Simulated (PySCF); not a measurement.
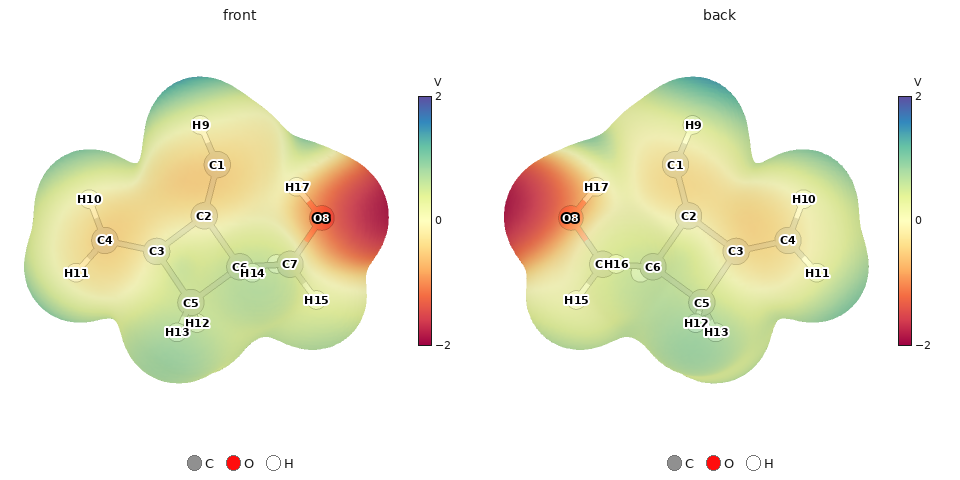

Figure. C₇H₉O (doublet). The molecular electrostatic potential painted on the density surface at 0.002 e/bohr³, seen from the front and from behind; red is negative and blue positive.

Geometry: GFN2-xTB.

All numbers below come from UKS B3LYP, pcH-1 on C H O, non-relativistic, mean-field spin-orbit, GIAO in PySCF.

```yaml
atoms:
  - { symbol: C, position_ang: [-0.0329, 2.0429, -0.2040] }
  - { symbol: C, position_ang: [0.2731, 0.7959, -0.3078] }
  - { symbol: C, position_ang: [1.3181, -0.1531, 0.1728] }
  - { symbol: C, position_ang: [2.4848, 0.0301, 0.7607] }
  - { symbol: C, position_ang: [0.5227, -1.3454, -0.2833] }
  - { symbol: C, position_ang: [-0.5296, -0.3786, -0.8638] }
  - { symbol: C, position_ang: [-1.9340, -0.3968, -0.2649] }
  - { symbol: O, position_ang: [-2.6203, 0.7879, -0.5549] }
  - { symbol: H, position_ang: [0.3417, 2.9682, 0.1601] }
  - { symbol: H, position_ang: [2.8587, 1.0145, 0.9841] }
  - { symbol: H, position_ang: [3.1105, -0.8035, 1.0360] }
  - { symbol: H, position_ang: [0.1523, -1.9656, 0.5323] }
  - { symbol: H, position_ang: [1.0230, -1.9806, -1.0121] }
  - { symbol: H, position_ang: [-0.5839, -0.3750, -1.9536] }
  - { symbol: H, position_ang: [-2.5264, -1.2146, -0.6871] }
  - { symbol: H, position_ang: [-1.8635, -0.5426, 0.8260] }
  - { symbol: H, position_ang: [-2.0014, 1.5283, -0.3840] }
```

**Which sites attract a positive test charge, and which a negative one?**

A positive charge is drawn to the negative regions and a negative charge to the positive ones. The most negative region (about −1.8 V) lies over O8, the most positive (about +1.4 V) over H9. O8 is the likeliest acceptor of a hydrogen bond.
